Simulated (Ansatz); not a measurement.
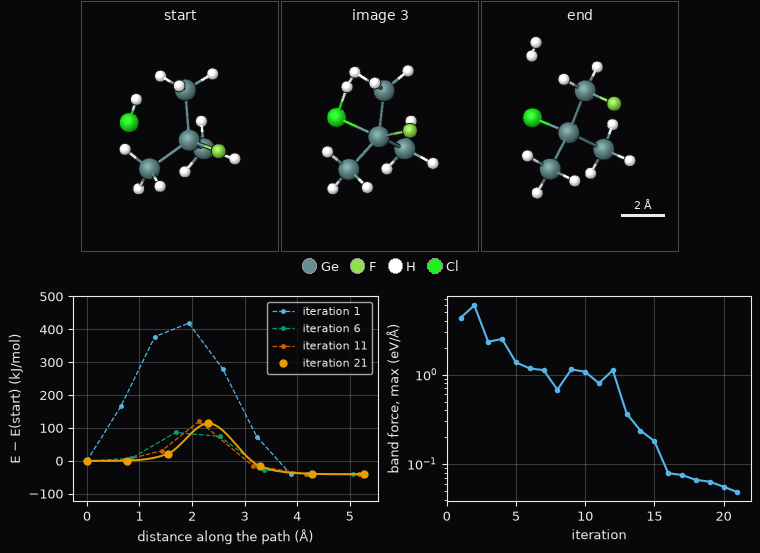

A nudged-elastic-band calculation for Ge4H10ClF. Images are numbered from 0 (start) to 6 (end). The plot follows the band through its iterations. The picture is a ball-and-stick view, seen from a free direction.

All numbers below come from Ansatz, RKS PBE0-D4/def2-SVP. Set-up: 5 movable images; climbing image.

Judge this run.

Answer. The run is converged, with reservations. The band converged in 21 iterations. The largest component of the band force went from 4.3 to 0.048 eV/Å. The climbing image converged on the top of the path. Its curvatures weren't checked. The largest force component is 0.21 eV/Å at the start and 0.48 eV/Å at the end; an end with forces this large is no minimum, and the barrier measured from it can be far off. The first iteration put the highest image at 418.8 kJ/mol. The highest point, image 3, lies 114.2 kJ/mol above the start and 154.2 kJ/mol above the end; the end is at −40.1 kJ/mol relative to the start.
